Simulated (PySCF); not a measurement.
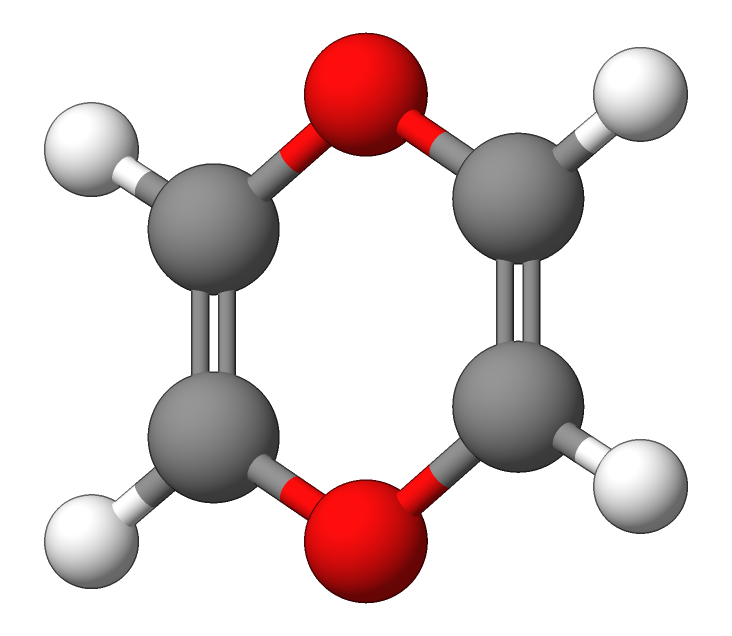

Multiple sticks mark multiple bonds (one Kekulé form). Colours: carbon grey, oxygen red, hydrogen white.

Computed geometry: PBE0-D3(BJ)/def2-SVP optimisation. No frequency run is at hand to confirm it as a minimum.

What does the picture show?

Formula C₄H₄O₂. SMILES: `C1=COC=CO1`. Independent rings (smallest set): 1 of 6 members. Among its groups: ether, alkene. This geometry has D2h symmetry. All atoms lie on one plane. Coordination: 4 C trigonal planar; 2 O bent.

More results for the same structure follow; atom numbers are the same in all pictures, views and colours differ.

**Shape**

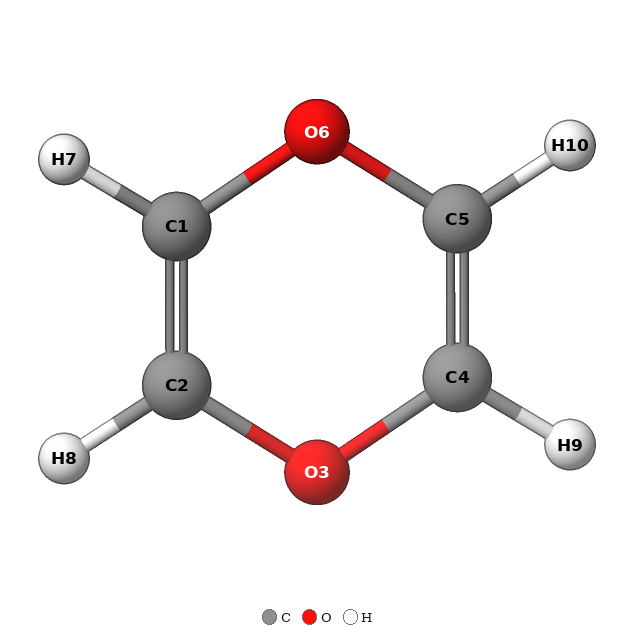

No frequency run is at hand to confirm it as a minimum.

Give the bond lengths.

```
  bond  length (Å)   order
 C1–C2       1.333  double
 C1–O6       1.373  single
 C1–H7       1.089  single
 C2–O3       1.373  single
 C2–H8       1.089  single
 O3–C4       1.373  single
 C4–C5       1.333  double
 C4–H9       1.089  single
 C5–O6       1.373  single
C5–H10       1.089  single
```

**Electronic properties**

No frequency run is at hand to confirm it as a minimum. Level of theory: B3LYP/def2-SVPD in chloroform (IEF-PCM) (PySCF 2.14.0). Excitations: vertical, linear response.

Question: What is the HOMO–LUMO gap?

Answer: 4.88 eV.

Question: What is the mean static polarisability?

Answer: 62.2 bohr³.

Question: Give the HOMO energy (Kohn–Sham orbital) at this level.

Answer: −5.38 eV.

Question: Estimate the brightest of the 6 lowest singlets.

Answer: 4.72 eV.

**NMR shielding**

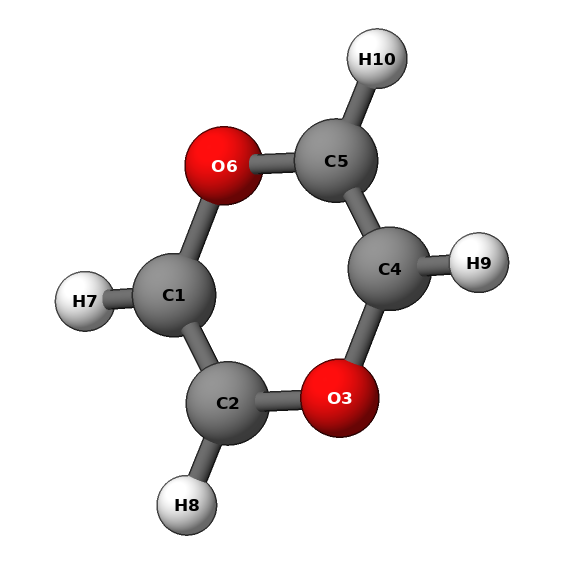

No frequency run is at hand to confirm it as a minimum. Method: GIAO PBE0/pcSseg-1 NMR shielding, non-relativistic, IEF-PCM dimethylsulfoxide (PySCF 2.14.0). Principal shieldings σ11 ≤ σ22 ≤ σ33, span Ω = σ33 − σ11, skew κ = 3(σiso − σ22)/Ω.

Give the shielding tensors of the O atoms.

```csv
atom,σ11,σ22,σ33,σiso,Ω,κ
"O3, O6",166.9,179.2,368.5,238.2,201.6,0.88
```

Shieldings and span in ppm.

**Quadrupole coupling**

No frequency run is at hand to confirm it as a minimum. Electric field gradients from the ground-state density, PBE0/pcSseg-1 in chloroform (IEF-PCM) (PySCF 2.14.0), non-relativistic apart from any core potentials.

Give the largest field-gradient component, the quadrupole coupling constant and the asymmetry for 17O at O3 (Q = −25.6 mb), 2H at H7 (Q = 2.86 mb).

```json
{"atom": "O3", "V_zz (a.u.)": "1.840", "e²qQ/h (MHz)": "−11.07", "η": "0.87"}
{"atom": "H7", "V_zz (a.u.)": "0.303", "e²qQ/h (MHz)": "0.204", "η": "0.13"}
```
